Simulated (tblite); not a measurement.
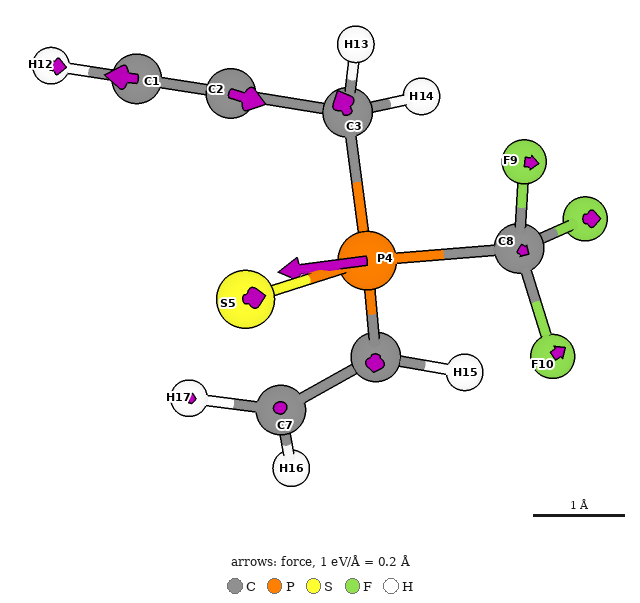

Starting geometry of C₆H₆F₃PS with the computed forces as purple arrows. A ball-and-stick model, seen at a tilt.

Computed with GFN2-xTB geometry optimisation, gas phase (tblite). 

Is this structure relaxed? If not, where do the atoms go?

Answer. It isn't relaxed: the largest force vector, on the P atom, is 5.07 eV/Å. The final displacements have little in common with the starting forces (cosine between the two patterns 0.12). The atom that moves furthest after the best rigid fit is an H atom (0.95 Å). By element the largest moves are H 0.95 Å, C 0.38 Å, P 0.25 Å, S 0.24 Å, F 0.17 Å. Among the contacts that change: C–P 1.769 → 1.911 Å, P–S 1.991 → 1.924 Å, C–P 1.812 → 1.856 Å, C–C 1.486 → 1.445 Å. Among the angles between lasting bonds that change: C–C–P 115.3° → 106.9°, P–C–F 106.5° → 112.4°, P–C–C 124.7° → 119.3°. Groups turn about C–P by about 40°. After 99 geometry steps the energy has fallen by 59.4 kJ/mol. The run took 0.95 s on 1 thread of Arm Neoverse V1, with other jobs on the host.
